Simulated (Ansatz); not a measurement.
# Si2H3F3 (SMILES F[Si](F)(F)[SiH3]): HF/STO-3G

What is the electronic atomisation energy of Si2H3F3 at HF/STO-3G? 

Program for the calculation: Ansatz 0.2.0.

48 further runs of the same task are left out: 4 that didn't finish, 44 set aside as unsound or not needed.

**1. The molecule**

Si2H3F3: 8 atoms, total charge 0, spin state singlet. SMILES: `F[Si](F)(F)[SiH3]`. The coordinates come from a PBE0-D4/def2-TZVP relaxation.

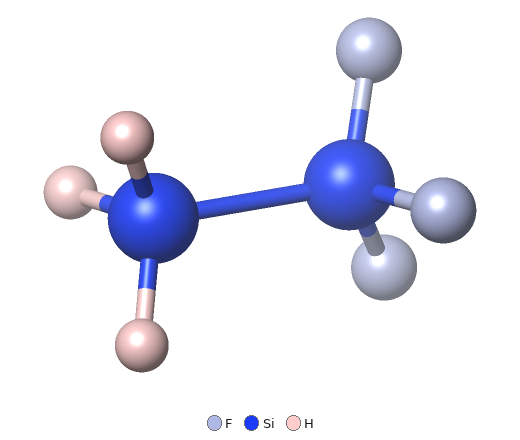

The structure, seen from a chosen angle (fluorine light blue, silicon blue, hydrogen pink).

**2. The energy at HF/STO-3G**

Input file run.yaml:

```yaml
crystal:
  periodic: [false, false, false]
  atoms:
    - {symbol: F, position_ang: [1.310500, -1.060500, 1.504800]}
    - {symbol: Si, position_ang: [0.534400, -0.990500, 0.128500]}
    - {symbol: F, position_ang: [-0.479300, -2.204500, 0.107900]}
    - {symbol: F, position_ang: [1.595600, -1.255900, -1.013900]}
    - {symbol: Si, position_ang: [-0.550700, 1.050400, -0.152600]}
    - {symbol: H, position_ang: [-1.525600, 1.227900, 0.951900]}
    - {symbol: H, position_ang: [0.460600, 2.135800, -0.122800]}
    - {symbol: H, position_ang: [-1.253300, 1.040400, -1.459500]}
basis:
  gaussian: {orbitals: STO-3G}
hamiltonian: {xc: hf}
accuracy: high
output: {orbitals: {seedname: orbitals}}
```

Started as:

```console
$ ansatz run run.yaml --threads 1 --pin off --max-ram 3480MiB --events-out events.jsonl --progress --plain --runs-dir runs
```

The program printed:

```text
Warning: RAYON_NUM_THREADS=1 ignored (pool sized by the plan → 1); use --threads N
Functional definition: HF
  name "HF"
  exchange = exact_x
  correlation = 0
752 factors; integrals over basis functions are off by at most 2.6e-8 eV
mean field evaluation 1: about -23592.4444 eV, gradient 2.8e1 eV
mean field evaluation 2: about -23592.5116 eV, gradient 2.8e1 eV
mean field evaluation 4: about -23596.0441 eV, gradient 1.5e0 eV
mean field evaluation 8: about -23596.0595 eV, gradient 4.2e-6 eV
mean field -23596.05946924 eV, -867.1391915110 hartree, gradient 2.6e-8 eV, S^2 0.000000; 0 other end points of the search recorded, 0 dependent functions left out
reference -23596.05946924 eV, -867.1391915110 hartree; 29, 29 occupied and 7, 7 virtual orbitals, 752 factors
Total energy: -23596.05946924 eV, -867.1391915110 hartree
```

It took 0.32 s on 1 thread of Arm Neoverse V2, shared host.

**3. The F atom at the same level**

Input file job.yaml:

```yaml
crystal:
  periodic: [false, false, false]
  atoms:
    - {symbol: F, position_ang: [0.000000, 0.000000, 0.000000]}
basis:
  gaussian:
    orbitals: STO-3G
total_charge: 0
magnetization:
  spin_polarized: true
  initial_magnetization: 1
hamiltonian:
  xc: hf
accuracy: high
```

Started as:

```console
$ ansatz run job.yaml --threads 1 --pin off --max-ram 3480MiB --events-out events.jsonl --progress --plain --runs-dir runs
```

The program printed:

```text
Warning: RAYON_NUM_THREADS=1 ignored (pool sized by the plan → 1); use --threads N
[... 4 set-up lines as earlier in the session ...]
15 factors; integrals over basis functions are off by at most 1.2e-9 eV
mean field evaluation 1: about -2666.3486 eV, gradient 1.5e-14 eV
mean field evaluation 2: about -2666.3486 eV, gradient 0.0e0 eV
mean field -2666.34863534 eV, -97.9865050328 hartree, gradient 0.0e0 eV, S^2 0.750000; 2 other end points of the search recorded, 0 dependent functions left out
reference -2666.34863534 eV, -97.9865050328 hartree; 5, 4 occupied and 0, 1 virtual orbitals, 15 factors
Total energy: -2666.34863534 eV, -97.9865050328 hartree
```

It took 0.02 s on 1 thread of Arm Neoverse V2, shared host.

**4. The H atom at the same level**

Input file job.yaml:

```yaml
crystal:
  periodic: [false, false, false]
  atoms:
    - {symbol: H, position_ang: [0.000000, 0.000000, 0.000000]}
basis:
  gaussian: {orbitals: STO-3G}
magnetization: {spin_polarized: true, initial_magnetization: 1}
hamiltonian: {xc: hf}
accuracy: high
```

Run the same way, it converges to -0.46658 Eh (log not shown).

**5. The Si atom, same level**

Input file input.yaml:

```yaml
basis:
  gaussian:
    orbitals: STO-3G
crystal:
  periodic: [false, false, false]
  atoms:
    - symbol: Si
      position_ang: [0.000000, 0.000000, 0.000000]
magnetization:
  spin_polarized: true
  initial_magnetization: 2
hamiltonian:
  xc: hf
accuracy: high
```

Started as:

```console
$ ansatz run input.yaml --threads 1 --pin off --max-ram 3480MiB --events-out events.jsonl --progress --plain --runs-dir runs
```

The program printed:

```text
Warning: RAYON_NUM_THREADS=1 ignored (pool sized by the plan → 1); use --threads N
[... 4 set-up lines as earlier in the session ...]
42 factors; integrals over basis functions are off by at most 2.5e-9 eV
mean field evaluation 1: about -7767.9286 eV, gradient 9.3e-1 eV
mean field evaluation 2: about -7767.9294 eV, gradient 9.3e-1 eV
mean field evaluation 4: about -7767.9315 eV, gradient 4.9e-6 eV
mean field evaluation 8: about -7767.9314 eV, gradient 2.1e-1 eV
mean field -7767.93148641 eV, -285.4662168327 hartree, gradient 2.1e-9 eV, S^2 2.000003; 0 other end points of the search recorded, 0 dependent functions left out
reference -7767.93148641 eV, -285.4662168327 hartree; 8, 6 occupied and 1, 3 virtual orbitals, 42 factors
Total energy: -7767.93148641 eV, -285.4662168327 hartree
```

Run time: 0.04 s. Hardware: 1 thread of Arm Neoverse V2, shared host.

**6. What came out**

Level: HF/STO-3G.

| quantity | value |
| --- | --- |
| molecule: total energy | -867.13919 Eh |
| molecule: HOMO energy | -8.60 eV |
| molecule: LUMO energy | 10.29 eV |
| molecule: HOMO–LUMO gap | 18.88 eV |
| F atom: total energy | -97.98651 Eh |
| F atom: ⟨S²⟩ | 0.750 |
| H atom: total energy | -0.46658 Eh |
| H atom: ⟨S²⟩ | 0.750 |
| Si atom: total energy | -285.46622 Eh |
| Si atom: ⟨S²⟩ | 2.000 |
| electronic atomisation energy | 23.062 eV |

What this shows: Taking the molecule apart into free atoms costs 23.06 eV (2225 kJ/mol), before zero-point energy and without spin-orbit coupling. Hartree–Fock lacks the correlation of the bonding pairs, which as a rule makes this value much too low; in minimal bases other errors can mask that. In a minimal basis such a difference can be off by several eV, whatever the method.
